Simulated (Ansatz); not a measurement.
**C2H8ClGa: nudged elastic band (part 2 of 2)**

C2H8ClGa; RHF/def2-mTZVP (Ansatz 0.2.0). One setting was made poor on purpose. It belongs to a series of runs on one base structure; here: band between the two ends.

Geometry of the input (Å):
```
Ga -0.7065  0.0055  -0.0937
Cl -1.8774  -1.8254  0.2311
C  -0.0200  0.2438  -1.9329
C  -0.5418  1.1664  1.4989
H  1.9200  -2.5547  0.8954
H  2.4845  -2.0910  0.8445
H  0.8965  0.8216  -1.9487
H  -0.7507  0.7764  -2.5341
H  0.1614  -0.7095  -2.4118
H  -0.2027  0.5960  2.3555
H  0.1459  1.9874  1.3386
H  -1.5092  1.5836  1.7574
```

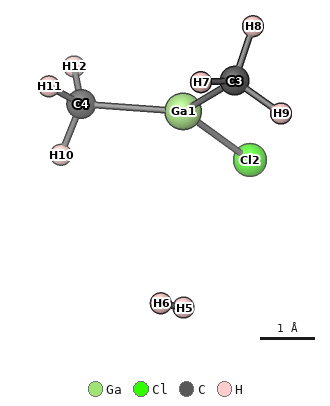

Figure 1. The input geometry (ball-and-stick view, seen at a tilt; atoms are numbered from 1 in the order of the input). Sticks mark near contacts.

```
Total energy: -67025.09087063 eV, -2463.1266582573 hartree
Atom 0 at     0.166443    -0.063834     0.043772 Å, force     0.024986     0.062233    -0.014235 eV/Å
Atom 1 at    -0.925687    -2.433712     0.521077 Å, force    -0.029010    -0.056218     0.004310 eV/Å
Atom 2 at     0.157090     0.152653    -1.920161 Å, force     0.035718    -0.041864     0.022108 eV/Å
Atom 3 at    -0.362264     1.072073     1.571721 Å, force     0.031821    -0.027921    -0.012603 eV/Å
Atom 4 at     0.512926    -1.955992     0.581568 Å, force     0.014439     0.053709     0.003505 eV/Å
Atom 5 at     1.351532    -1.246237     0.510436 Å, force    -0.007630    -0.035696     0.009234 eV/Å
Atom 6 at     0.997978     0.762203    -2.234109 Å, force    -0.006568     0.010671    -0.008019 eV/Å
Atom 7 at    -0.748383     0.630705    -2.271765 Å, force    -0.023145     0.009994     0.010946 eV/Å
Atom 8 at     0.245071    -0.809994    -2.406916 Å, force    -0.010438     0.010939    -0.019016 eV/Å
Atom 9 at    -0.188255     0.564531     2.511279 Å, force    -0.012973     0.009210     0.006866 eV/Å
Atom 10 at     0.205963     1.996033     1.576090 Å, force     0.000040     0.003775     0.004596 eV/Å
Atom 11 at    -1.412414     1.331571     1.517006 Å, force    -0.017239     0.001167    -0.007692 eV/Å
Dipole moment:     0.268415     0.523505    -0.100181 e Å
this run last wrote the band of iteration 6 to [file]
```

The last band as extended XYZ (Å, eV, eV/Å)
```
12
Properties=species:S:1:pos:R:3:forces:R:3 image=0 energy=-67027.14798
Ga   -0.7065    0.0055   -0.0937    0.0028  -0.0117   0.0027
Cl   -1.8774   -1.8254    0.2311    0.0035   0.0126  -0.0023
C    -0.0200    0.2438   -1.9329   -0.0014   0.0039   0.0037
C    -0.5418    1.1664    1.4989   -0.0055  -0.0015  -0.0059
H     1.9200   -2.5547    0.8954    0.0103   0.0085  -0.0009
H     2.4845   -2.0910    0.8445   -0.0103  -0.0072   0.0008
H     0.8965    0.8216   -1.9487   -0.0001   0.0013   0.0013
H    -0.7507    0.7764   -2.5341   -0.0004  -0.0020  -0.0046
H     0.1614   -0.7095   -2.4118   -0.0009  -0.0034   0.0003
H    -0.2027    0.5960    2.3555    0.0018  -0.0050   0.0017
H     0.1459    1.9874    1.3386    0.0026   0.0027  -0.0016
H    -1.5092    1.5836    1.7574   -0.0024   0.0018   0.0048
12
Properties=species:S:1:pos:R:3:forces:R:3 image=1 energy=-67027.14643
Ga   -0.6704   -0.0499   -0.0753    0.0019   0.0006   0.0005
Cl   -1.8387   -1.8817    0.2518   -0.0073   0.0086  -0.0037
C     0.0162    0.1945   -1.9140    0.0073   0.0015   0.0004
C    -0.5030    1.1154    1.5141   -0.0005   0.0025   0.0019
H     1.7431   -2.3231    0.8143    0.0042  -0.0063   0.0023
H     2.2759   -1.8249    0.7515    0.0076   0.0030   0.0005
H     0.9494    0.7459   -1.9205   -0.0054  -0.0018  -0.0025
H    -0.6976    0.7584   -2.5069   -0.0022  -0.0027   0.0010
H     0.1709   -0.7559   -2.4082   -0.0036   0.0014   0.0058
H    -0.1984    0.5414    2.3814   -0.0009  -0.0006  -0.0061
H     0.2134    1.9133    1.3605   -0.0024  -0.0018   0.0024
H    -1.4609    1.5666    1.7513    0.0012  -0.0044  -0.0024
12
Properties=species:S:1:pos:R:3:forces:R:3 image=2 energy=-67027.13636
Ga   -0.6210   -0.1035   -0.0569   -0.0166   0.0065  -0.0040
Cl   -1.7864   -1.9383    0.2722   -0.0191   0.0115  -0.0066
C     0.0516    0.1459   -1.9002    0.0108   0.0086   0.0047
C    -0.4624    1.0636    1.5323   -0.0037   0.0046   0.0013
H     1.5729   -2.0916    0.7460    0.0128  -0.0253   0.0083
H     2.0573   -1.5505    0.6560    0.0353   0.0066   0.0033
H     0.9898    0.6890   -1.9127   -0.0079  -0.0027   0.0017
H    -0.6620    0.7196   -2.4835   -0.0044  -0.0040  -0.0027
H     0.1939   -0.8033   -2.4002   -0.0060   0.0009   0.0036
H    -0.1887    0.4870    2.4079   -0.0011  -0.0009  -0.0069
H     0.2716    1.8479    1.3927   -0.0013  -0.0034  -0.0016
H    -1.4166    1.5342    1.7462    0.0012  -0.0021  -0.0011
12
Properties=species:S:1:pos:R:3:forces:R:3 image=3 energy=-67027.07793
Ga   -0.4845   -0.1415   -0.0295   -0.0830   0.0321  -0.0207
Cl   -1.5786   -2.0229    0.3211   -0.0994   0.0177  -0.0193
C     0.0929    0.1295   -1.9019   -0.0129  -0.0034   0.0152
C    -0.4193    1.0470    1.5500   -0.0102  -0.0143  -0.0065
H     1.3170   -1.9670    0.6870    0.1335  -0.0022   0.0177
H     1.8137   -1.4331    0.6077    0.0763  -0.0444   0.0226
H     0.9950    0.7237   -1.9879   -0.0047  -0.0003   0.0449
H    -0.6919    0.6527   -2.4391   -0.0009   0.0051  -0.0388
H     0.2518   -0.8179   -2.4000    0.0022  -0.0021  -0.0086
H    -0.1558    0.4960    2.4444    0.0008  -0.0085  -0.0106
H     0.2702    1.8746    1.4377    0.0062  -0.0143  -0.0317
H    -1.4103    1.4588    1.7106   -0.0079   0.0346   0.0358
12
Properties=species:S:1:pos:R:3:forces:R:3 image=4 energy=-67026.84548
Ga   -0.2967   -0.1726    0.0055   -0.3698  -0.0908  -0.0142
Cl   -1.3428   -2.1224    0.3798   -0.3003   0.2567  -0.1101
C     0.1321    0.1267   -1.9034   -0.0071  -0.0320   0.0510
C    -0.3822    1.0457    1.5627    0.0080  -0.0331  -0.0480
H     1.0823   -1.8974    0.6377    0.5198   0.0918   0.0471
H     1.6106   -1.3840    0.5766    0.2070  -0.1583   0.0685
H     1.0063    0.7370   -2.0991   -0.0147  -0.0150   0.1388
H    -0.7209    0.6380   -2.3376   -0.0140   0.0088  -0.1019
H     0.2450   -0.8168   -2.4199   -0.0002  -0.0096  -0.0384
H    -0.1770    0.5358    2.4950   -0.0014  -0.0310  -0.0166
H     0.2536    1.9206    1.4977    0.0198  -0.0667  -0.0819
H    -1.4103    1.3895    1.6050   -0.0470   0.0792   0.1057
12
Properties=species:S:1:pos:R:3:forces:R:3 image=5 energy=-67026.11929
Ga   -0.0804   -0.1542    0.0322   -1.0956  -0.3750  -0.0437
Cl   -1.1248   -2.2745    0.4524   -0.7867   0.6897  -0.2894
C     0.1638    0.1379   -1.9089    0.0566  -0.1035   0.0216
C    -0.3554    1.0585    1.5694    0.0455  -0.0541   0.0031
H     0.8215   -1.8547    0.5955    1.3811   0.3960   0.0871
H     1.4113   -1.3600    0.5475    0.4009  -0.4032   0.1560
H     1.0103    0.7520   -2.1942    0.0050  -0.0099   0.1723
H    -0.7300    0.6322   -2.2762   -0.0164  -0.0140  -0.0221
H     0.2447   -0.8124   -2.4171   -0.0046  -0.0241  -0.0691
H    -0.1895    0.5597    2.5139   -0.0073  -0.0290   0.0292
H     0.2301    1.9706    1.5530    0.0529  -0.0935  -0.1147
H    -1.4017    1.3448    1.5326   -0.0314   0.0206   0.0697
12
Properties=species:S:1:pos:R:3:forces:R:3 image=6 energy=-67025.09087
Ga    0.1664   -0.0638    0.0438    0.0250   0.0622  -0.0142
Cl   -0.9257   -2.4337    0.5211   -0.0290  -0.0562   0.0043
C     0.1571    0.1527   -1.9202    0.0357  -0.0419   0.0221
C    -0.3623    1.0721    1.5717    0.0318  -0.0279  -0.0126
H     0.5129   -1.9560    0.5816    0.0144   0.0537   0.0035
H     1.3515   -1.2462    0.5104   -0.0076  -0.0357   0.0092
H     0.9980    0.7622   -2.2341   -0.0066   0.0107  -0.0080
H    -0.7484    0.6307   -2.2718   -0.0231   0.0100   0.0109
H     0.2451   -0.8100   -2.4069   -0.0104   0.0109  -0.0190
H    -0.1883    0.5645    2.5113   -0.0130   0.0092   0.0069
H     0.2060    1.9960    1.5761    0.0000   0.0038   0.0046
H    -1.4124    1.3316    1.5170   -0.0172   0.0012  -0.0077
12
Properties=species:S:1:pos:R:3:forces:R:3 image=7 energy=-67025.52231
Ga    0.3372    0.0149    0.0471    0.2869   0.2061  -0.0082
Cl   -0.9167   -2.5699    0.5600   -0.0107  -0.2118   0.0483
C     0.1452    0.1848   -1.9201   -0.0247   0.0009   0.0141
C    -0.3694    1.0938    1.5564   -0.0077  -0.0082  -0.0338
H     0.3470   -2.2387    0.6293   -0.3304  -0.4465   0.0814
H     1.4793   -1.0592    0.4777    0.1650   0.2701  -0.0403
H     0.9737    0.7844   -2.2853   -0.0012   0.0311  -0.0792
H    -0.7733    0.6464   -2.2574   -0.0246   0.0320   0.0344
H     0.2287   -0.7907   -2.3865   -0.0129   0.0350  -0.0037
H    -0.1972    0.5746    2.4917   -0.0174   0.0359   0.0037
H     0.1704    2.0348    1.6005   -0.0189   0.0536   0.0437
H    -1.4250    1.3250    1.4866   -0.0033   0.0019  -0.0604
12
Properties=species:S:1:pos:R:3:forces:R:3 image=8 energy=-67025.73619
Ga    0.4514    0.0817    0.0452    0.1132   0.0274   0.0098
Cl   -0.9777   -2.6800    0.5818    0.0164  -0.0574   0.0152
C     0.1443    0.2296   -1.9151   -0.0130   0.0021   0.0146
C    -0.3639    1.1245    1.5318    0.0034   0.0036  -0.0273
H     0.2979   -2.5795    0.7144   -0.0947  -0.1848   0.0388
H     1.6252   -0.9342    0.4663    0.0294   0.0815  -0.0120
H     0.9402    0.8242   -2.3545    0.0001   0.0273  -0.0403
H    -0.7985    0.6809   -2.1965   -0.0150   0.0268   0.0385
H     0.1991   -0.7530   -2.3716   -0.0128   0.0217  -0.0072
H    -0.2167    0.6071    2.4726   -0.0173   0.0247   0.0092
H     0.1232    2.0919    1.6163   -0.0090   0.0277   0.0118
H    -1.4247    1.3068    1.4092   -0.0005  -0.0005  -0.0510
12
Properties=species:S:1:pos:R:3:forces:R:3 image=9 energy=-67025.81279
Ga    0.5338    0.1150    0.0487    0.0315  -0.0049   0.0072
Cl   -0.9831   -2.7121    0.5842    0.0184  -0.0144   0.0058
C     0.1372    0.2692   -1.8986   -0.0025  -0.0049   0.0072
C    -0.3607    1.1489    1.4992   -0.0004   0.0052  -0.0081
H     0.2553   -2.9607    0.8055   -0.0335  -0.0630   0.0135
H     1.7573   -0.8295    0.4617    0.0142   0.0207  -0.0047
H     0.9011    0.8692   -2.3860   -0.0052   0.0139  -0.0084
H    -0.8226    0.7231   -2.1134   -0.0035   0.0142   0.0199
H     0.1607   -0.7082   -2.3689   -0.0073   0.0134  -0.0040
H    -0.2446    0.6565    2.4578   -0.0100   0.0100  -0.0010
H     0.0858    2.1357    1.5897   -0.0031   0.0071  -0.0044
H    -1.4201    1.2929    1.3199    0.0015   0.0025  -0.0232
12
Properties=species:S:1:pos:R:3:forces:R:3 image=10 energy=-67025.83119
Ga    0.5966    0.1569    0.0460    0.0279  -0.0093   0.0071
Cl   -0.9311   -2.8006    0.6145   -0.0302   0.0096  -0.0065
C     0.1270    0.3132   -1.8864   -0.0082   0.0010  -0.0050
C    -0.3692    1.1682    1.4678   -0.0049   0.0095  -0.0043
H     0.2133   -3.3024    0.8940    0.0276  -0.0115   0.0071
H     1.8775   -0.7090    0.4458   -0.0203   0.0137  -0.0061
H     0.9054    0.8484   -2.4238   -0.0019  -0.0011   0.0053
H    -0.8054    0.8418   -2.0477    0.0048  -0.0048   0.0003
H     0.0432   -0.6642   -2.3502    0.0014   0.0041   0.0028
H    -0.3081    0.6794    2.4329    0.0012  -0.0031  -0.0012
H     0.0671    2.1579    1.5821    0.0027  -0.0058   0.0000
H    -1.4165    1.3103    1.2251    0.0001  -0.0023   0.0007
```
